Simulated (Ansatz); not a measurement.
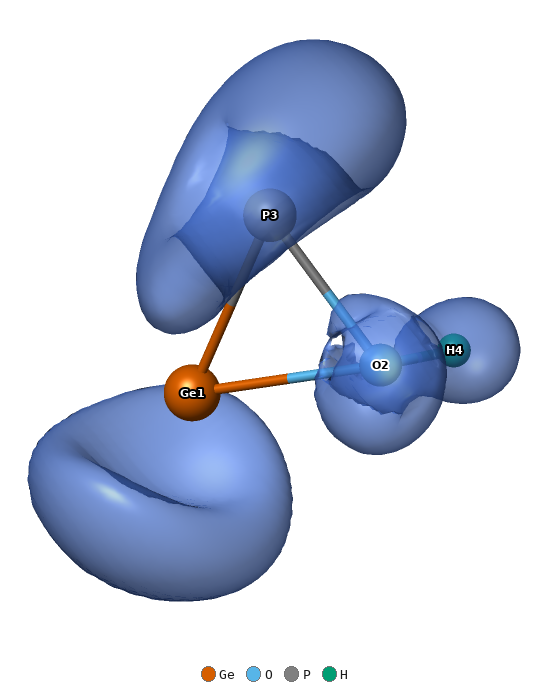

Figure. GeHOP (SMILES [OH+]1[P]=[Ge-]1). Isosurface of the ELF at 0.8 (blue), seen at a tilt. Core shells and regions of very low density are left out.

Geometry: PBE0-D3(BJ)/def2-SVP.

These are results of Ansatz 0.2.0, isolated molecule in a Gaussian basis; Kohn-Sham density functional theory, functional PBE0, not measurements.

```xyz
4

Ge    0.1585    0.3108    0.2409
O     0.6976    1.7574    1.7140
P     1.7183    0.2209    1.7473
H     0.0892    1.7523    2.4653
```

**What do the ELF domains correspond to?**

The ELF exceeds this value in one lobe on Ge, pointing away from the bonds (lone pairs), one region wrapped around P (its valence shell) and one joined region spread over several atoms (H, O), in which their bonds and any lone pairs are merged. Along the contacts the grid gives the following. P–O (1.84 Å): the ELF peaks at about 0.85 between the atoms; a shared but strongly polarised pair. Ge–O (2.13 Å): the ELF peaks at about 0.85 in the valence shell of O, 0.6 Å from its nucleus, and is about 0.25 at the midpoint.
